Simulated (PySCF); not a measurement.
# H2O2 (SMILES OO): BCCD(T)/STO-3G

Aim: the energy change on altering one bond length of H2O2 at BCCD(T)/STO-3G, from 2 runs. 

The calculation is run with PySCF 2.14.0.

8 further runs of the same task are left out: 8 set aside as unsound or not needed.

### 1 Starting point

H2O2 has 4 atoms, charge 0, and is taken as a singlet. As SMILES, `OO`. The shape is that of a PBE0-D4/def2-TZVP optimisation.

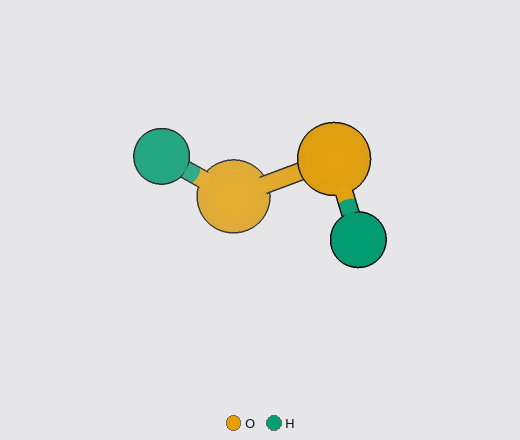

The structure, seen from a chosen angle (oxygen amber, hydrogen teal).

### 2 A single-point energy at BCCD(T)/STO-3G

Input file geometry.xyz:

```xyz
4
H2O2
O     -0.486800    -0.581100     0.030600
O      0.048300     0.728400     0.206900
H      0.186400    -1.117000     0.467400
H      0.252100     0.969800    -0.704900
```

Input file calc.py:

```python
# OO
from pyscf import gto, scf, cc
from pyscf.cc.bccd import bccd_kernel_

mol = gto.M(
    atom='geometry.xyz',
    basis='sto-3g',
    max_memory=1860,
    verbose=3,
)

mf = scf.RHF(mol)
mf.conv_tol = 1e-10
mf.kernel()
if not mf.converged:
    mf = mf.newton().run(mf.mo_coeff, mf.mo_occ)

mycc = cc.CCSD(mf, frozen=2).run()
mycc = bccd_kernel_(mycc, diis=True)
e_t = mycc.ccsd_t()
e_tot = mycc.e_tot + e_t
print('E = %.10f Eh' % e_tot)
```

Run with:

```sh
$ OMP_NUM_THREADS=1 python calc.py
```

Output:

```text
converged SCF energy = -148.760540624267
E(CCSD) = -148.8647541250211  E_corr = -0.1042135007538351
BCCD loop starts.

******** <class 'pyscf.cc.ccsd.CCSD'> ********
CC2 = 0
CCSD nocc = 7, nmo = 10
frozen orbitals 2
max_cycle = 50
direct = 0
conv_tol = 1e-07
conv_tol_normt = 1e-05
diis_space = 6
diis_start_cycle = 0
diis_start_energy_diff = 1e+09
Init E_corr(CCSD) = -0.104139537804954
cycle = 1  E_corr(CCSD) = -0.105607284341923  dE = -0.00146774654  norm(t1,t2) = 0.018557
cycle = 2  E_corr(CCSD) = -0.105440259384466  dE = 0.000167024957  norm(t1,t2) = 0.00537975
cycle = 3  E_corr(CCSD) = -0.105276485040213  dE = 0.000163774344  norm(t1,t2) = 0.00255479
cycle = 4  E_corr(CCSD) = -0.105225588914546  dE = 5.08961257e-05  norm(t1,t2) = 0.00059447
cycle = 5  E_corr(CCSD) = -0.10521138485313  dE = 1.42040614e-05  norm(t1,t2) = 0.00021212
cycle = 6  E_corr(CCSD) = -0.105208253263664  dE = 3.13158947e-06  norm(t1,t2) = 9.12909e-05
cycle = 7  E_corr(CCSD) = -0.105209247073438  dE = -9.93809773e-07  norm(t1,t2) = 3.56356e-05
cycle = 8  E_corr(CCSD) = -0.105210393677181  dE = -1.14660374e-06  norm(t1,t2) = 1.24764e-05
cycle = 9  E_corr(CCSD) = -0.105210718556764  dE = -3.24879583e-07  norm(t1,t2) = 3.48444e-06
cycle = 10  E_corr(CCSD) = -0.105210696931022  dE = 2.16257424e-08  norm(t1,t2) = 9.3479e-07
CCSD converged
E(CCSD) = -148.8647381082205  E_corr = -0.1052106969310218
BCC iter:    0  E:    -148.864738108221  dE:    1.602e-05  |t1|:    1.541e-03

******** <class 'pyscf.cc.ccsd.CCSD'> ********
CC2 = 0
CCSD nocc = 7, nmo = 10
frozen orbitals 2
max_cycle = 50
direct = 0
conv_tol = 1e-07
conv_tol_normt = 1e-05
diis_space = 6
diis_start_cycle = 0
diis_start_energy_diff = 1e+09
Init E_corr(CCSD) = -0.10517536156721
cycle = 1  E_corr(CCSD) = -0.105118789099805  dE = 5.65724674e-05  norm(t1,t2) = 0.00129903
cycle = 2  E_corr(CCSD) = -0.105128187273474  dE = -9.39817367e-06  norm(t1,t2) = 0.000275201
cycle = 3  E_corr(CCSD) = -0.105135748789064  dE = -7.56151559e-06  norm(t1,t2) = 8.01849e-05
cycle = 4  E_corr(CCSD) = -0.10513825049052  dE = -2.50170146e-06  norm(t1,t2) = 1.95769e-05
cycle = 5  E_corr(CCSD) = -0.105138548611439  dE = -2.98120919e-07  norm(t1,t2) = 8.04405e-06
cycle = 6  E_corr(CCSD) = -0.10513836353334  dE = 1.85078099e-07  norm(t1,t2) = 3.29879e-06
cycle = 7  E_corr(CCSD) = -0.105138282355635  dE = 8.11777047e-08  norm(t1,t2) = 1.25447e-06
CCSD converged
E(CCSD) = -148.8647371691318  E_corr = -0.1051382823556355
BCC iter:    1  E:    -148.864737169132  dE:    9.391e-07  |t1|:    1.313e-04

******** <class 'pyscf.cc.ccsd.CCSD'> ********
CC2 = 0
CCSD nocc = 7, nmo = 10
frozen orbitals 2
max_cycle = 50
direct = 0
conv_tol = 1e-07
conv_tol_normt = 1e-05
diis_space = 6
diis_start_cycle = 0
diis_start_energy_diff = 1e+09
Init E_corr(CCSD) = -0.105140153130662
cycle = 1  E_corr(CCSD) = -0.105143974942484  dE = -3.82181182e-06  norm(t1,t2) = 0.000103913
cycle = 2  E_corr(CCSD) = -0.105143428359042  dE = 5.46583442e-07  norm(t1,t2) = 2.19047e-05
cycle = 3  E_corr(CCSD) = -0.105142885041543  dE = 5.43317499e-07  norm(t1,t2) = 6.1217e-06
cycle = 4  E_corr(CCSD) = -0.105142703190056  dE = 1.81851487e-07  norm(t1,t2) = 1.15581e-06
cycle = 5  E_corr(CCSD) = -0.10514270018881  dE = 3.00124607e-09  norm(t1,t2) = 3.57788e-07
CCSD converged
E(CCSD) = -148.8647372773656  E_corr = -0.1051427001888097
BCC iter:    2  E:    -148.864737277366  dE:   -1.082e-07  |t1|:    1.770e-06
CCSD(T) correction = -0.000481478832526696
E = -148.8652187562 Eh
```

Wall time 0.74 s (1 thread of Arm Neoverse V2, shared host); peak memory 0.1 GiB.

### 3 The distorted shape, same level

Input file start.xyz:

```xyz
4

O     -0.588706    -0.701807     0.486527
O     -0.053606     0.607693     0.662827
H      0.084494    -1.237707     0.923327
H      0.252100     0.969800    -0.704900
```

Input file run.py:

```python
from pyscf import gto, scf, cc
from pyscf.cc.bccd import bccd_kernel_

mol = gto.M(
    atom='start.xyz',
    spin=0,
    max_memory=1860,
    basis='sto-3g',
    verbose=3,
    charge=0,
)

mf = scf.RHF(mol)
mf.conv_tol = 1e-10
mf.kernel()
if not mf.converged:
    mf = mf.newton().run(mf.mo_coeff, mf.mo_occ)

mycc = cc.CCSD(mf, frozen=2).run()
mycc = bccd_kernel_(mycc, diis=True)
e_t = mycc.ccsd_t()
energy = mycc.e_tot + e_t
print('E = %.10f Eh' % energy)
```

Run with:

```sh
$ OMP_NUM_THREADS=1 python run.py
```

Output:

```text
converged SCF energy = -148.657072260188
E(CCSD) = -148.8136787642049  E_corr = -0.1566065040169302
BCCD loop starts.

******** <class 'pyscf.cc.ccsd.CCSD'> ********
CC2 = 0
CCSD nocc = 7, nmo = 10
frozen orbitals 2
max_cycle = 50
direct = 0
conv_tol = 1e-07
conv_tol_normt = 1e-05
diis_space = 6
diis_start_cycle = 0
diis_start_energy_diff = 1e+09
Init E_corr(CCSD) = -0.155914096220361
cycle = 1  E_corr(CCSD) = -0.161062585205317  dE = -0.00514848898  norm(t1,t2) = 0.0485902
cycle = 2  E_corr(CCSD) = -0.159843981038056  dE = 0.00121860417  norm(t1,t2) = 0.00990978
cycle = 3  E_corr(CCSD) = -0.159867464967477  dE = -2.34839294e-05  norm(t1,t2) = 0.00599568
cycle = 4  E_corr(CCSD) = -0.159635506334337  dE = 0.000231958633  norm(t1,t2) = 0.00312143
cycle = 5  E_corr(CCSD) = -0.159593758294677  dE = 4.17480397e-05  norm(t1,t2) = 0.00100398
cycle = 6  E_corr(CCSD) = -0.159579678968662  dE = 1.4079326e-05  norm(t1,t2) = 0.000458449
cycle = 7  E_corr(CCSD) = -0.159580131825103  dE = -4.5285644e-07  norm(t1,t2) = 0.000261158
cycle = 8  E_corr(CCSD) = -0.159586373196751  dE = -6.24137165e-06  norm(t1,t2) = 0.000144589
cycle = 9  E_corr(CCSD) = -0.15959019267329  dE = -3.81947654e-06  norm(t1,t2) = 7.89529e-05
cycle = 10  E_corr(CCSD) = -0.159589757576151  dE = 4.35097139e-07  norm(t1,t2) = 3.0982e-05
cycle = 11  E_corr(CCSD) = -0.159588392745224  dE = 1.36483093e-06  norm(t1,t2) = 1.50353e-05
cycle = 12  E_corr(CCSD) = -0.159587805277609  dE = 5.87467615e-07  norm(t1,t2) = 6.3498e-06
cycle = 13  E_corr(CCSD) = -0.159587708145087  dE = 9.71325217e-08  norm(t1,t2) = 2.86444e-06
CCSD converged
E(CCSD) = -148.8134451747594  E_corr = -0.1595877081450872
BCC iter:    0  E:    -148.813445174759  dE:    2.336e-04  |t1|:    1.039e-02

******** <class 'pyscf.cc.ccsd.CCSD'> ********
CC2 = 0
CCSD nocc = 7, nmo = 10
frozen orbitals 2
max_cycle = 50
direct = 0
conv_tol = 1e-07
conv_tol_normt = 1e-05
diis_space = 6
diis_start_cycle = 0
diis_start_energy_diff = 1e+09
Init E_corr(CCSD) = -0.159228594357141
cycle = 1  E_corr(CCSD) = -0.158675210817388  dE = 0.00055338354  norm(t1,t2) = 0.0105564
cycle = 2  E_corr(CCSD) = -0.158874802178295  dE = -0.000199591361  norm(t1,t2) = 0.00133185
cycle = 3  E_corr(CCSD) = -0.15889228821189  dE = -1.74860336e-05  norm(t1,t2) = 0.000573796
cycle = 4  E_corr(CCSD) = -0.158917110173612  dE = -2.48219617e-05  norm(t1,t2) = 0.00022897
cycle = 5  E_corr(CCSD) = -0.158921445779516  dE = -4.3356059e-06  norm(t1,t2) = 0.000120703
cycle = 6  E_corr(CCSD) = -0.158922609917584  dE = -1.16413807e-06  norm(t1,t2) = 5.06083e-05
cycle = 7  E_corr(CCSD) = -0.158921954351761  dE = 6.55565823e-07  norm(t1,t2) = 2.07336e-05
cycle = 8  E_corr(CCSD) = -0.158921566251768  dE = 3.88099993e-07  norm(t1,t2) = 1.23285e-05
cycle = 9  E_corr(CCSD) = -0.158921300052713  dE = 2.66199056e-07  norm(t1,t2) = 7.76996e-06
cycle = 10  E_corr(CCSD) = -0.158921338209717  dE = -3.81570045e-08  norm(t1,t2) = 2.98414e-06
CCSD converged
E(CCSD) = -148.8134630523096  E_corr = -0.158921338209717
BCC iter:    1  E:    -148.813463052310  dE:   -1.788e-05  |t1|:    1.540e-03

******** <class 'pyscf.cc.ccsd.CCSD'> ********
CC2 = 0
CCSD nocc = 7, nmo = 10
frozen orbitals 2
max_cycle = 50
direct = 0
conv_tol = 1e-07
conv_tol_normt = 1e-05
diis_space = 6
diis_start_cycle = 0
diis_start_energy_diff = 1e+09
Init E_corr(CCSD) = -0.158938711668222
cycle = 1  E_corr(CCSD) = -0.159002751842028  dE = -6.40401738e-05  norm(t1,t2) = 0.00149691
cycle = 2  E_corr(CCSD) = -0.158982271778771  dE = 2.04800633e-05  norm(t1,t2) = 0.000142483
cycle = 3  E_corr(CCSD) = -0.158979931385836  dE = 2.34039293e-06  norm(t1,t2) = 5.03268e-05
cycle = 4  E_corr(CCSD) = -0.158977769479009  dE = 2.16190683e-06  norm(t1,t2) = 1.87986e-05
cycle = 5  E_corr(CCSD) = -0.15897743186063  dE = 3.37618379e-07  norm(t1,t2) = 9.95029e-06
cycle = 6  E_corr(CCSD) = -0.15897725220339  dE = 1.7965724e-07  norm(t1,t2) = 4.08555e-06
cycle = 7  E_corr(CCSD) = -0.158977312841138  dE = -6.06377473e-08  norm(t1,t2) = 1.05411e-06
CCSD converged
E(CCSD) = -148.8134625606379  E_corr = -0.1589773128411375
BCC iter:    2  E:    -148.813462560638  dE:    4.917e-07  |t1|:    8.897e-05

******** <class 'pyscf.cc.ccsd.CCSD'> ********
CC2 = 0
CCSD nocc = 7, nmo = 10
frozen orbitals 2
max_cycle = 50
direct = 0
conv_tol = 1e-07
conv_tol_normt = 1e-05
diis_space = 6
diis_start_cycle = 0
diis_start_energy_diff = 1e+09
Init E_corr(CCSD) = -0.158977968427383
cycle = 1  E_corr(CCSD) = -0.158978667989916  dE = -6.99562533e-07  norm(t1,t2) = 8.83909e-05
cycle = 2  E_corr(CCSD) = -0.158978313991322  dE = 3.53998593e-07  norm(t1,t2) = 8.83878e-06
cycle = 3  E_corr(CCSD) = -0.15897841155213  dE = -9.75608073e-08  norm(t1,t2) = 4.53824e-06
CCSD converged
E(CCSD) = -148.813462360805  E_corr = -0.1589784115521296
BCC iter:    3  E:    -148.813462360805  dE:    1.998e-07  |t1|:    5.399e-06
CCSD(T) correction = -0.00158256115879052
E = -148.8150449220 Eh
```

It took 0.84 s on 1 thread of Arm Neoverse V2, shared host; peak memory 0.1 GiB.

### 4 Summary of results

Level: BCCD(T)/STO-3G, 2 core orbitals frozen.

```
                                                         quantity          value
                                        first shape: total energy  -148.86522 Eh
         first shape: correlation energy (2 core orbitals frozen)     -104.7 mEh
                                      first shape: (T) correction      -0.48 mEh
                                    distorted shape: total energy  -148.81504 Eh
     distorted shape: correlation energy (2 core orbitals frozen)     -158.0 mEh
                                  distorted shape: (T) correction      -1.58 mEh
energy change with the O2–H4 bond stretched from 0.965 to 1.447 Å       1.365 eV
```

In words: With the O2–H4 bond stretched from 0.965 to 1.447 Å the energy rises by 1.37 eV (132 kJ/mol). The first shape isn't relaxed at this level, so the change isn't measured from a minimum. A restricted reference can't describe the breaking bond well at this length. The minimal basis adds a large error of its own. The triples (first shape) make up 0.5 % of the correlation energy. The triples (distorted shape) make up 1.0 % of the correlation energy.
